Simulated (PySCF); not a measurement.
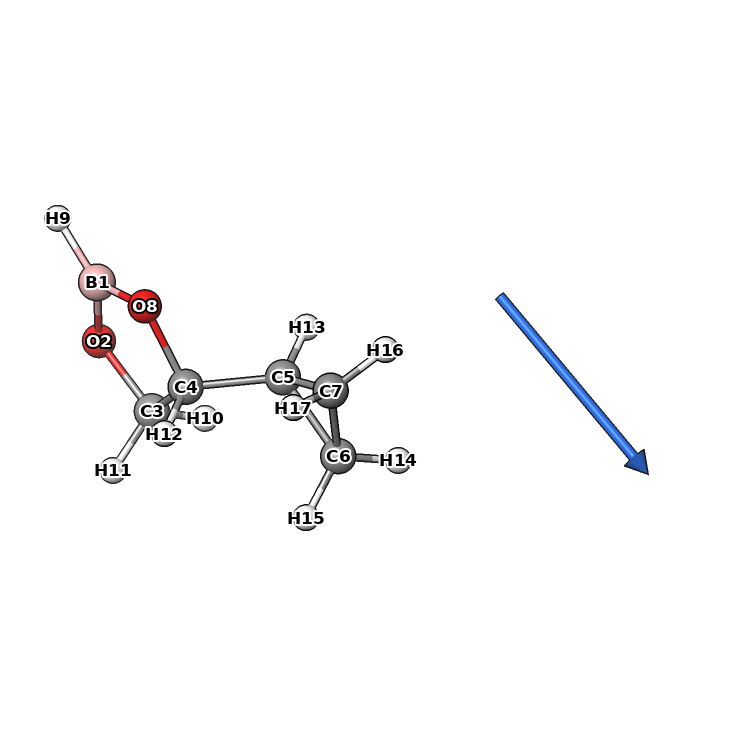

The arrow beside the molecule shows the direction of the dipole moment, from the negative to the positive end (its length means nothing). The computed structure is the end point of a GFN2-xTB optimisation. No frequency run is at hand to confirm it as a minimum. Level of theory: B3LYP/def2-SVPD, gas phase (PySCF 2.14.0).

Question: How large is the dipole moment?

Answer: 2.45 D; it points from the side of H9 to the side of H14 (the outermost atoms at the two ends).

The geometry is semi-empirical. Around B such bond lengths and angles can be off by a tenth of an ångström or more and by several degrees, and values that hang on the shape move with them.
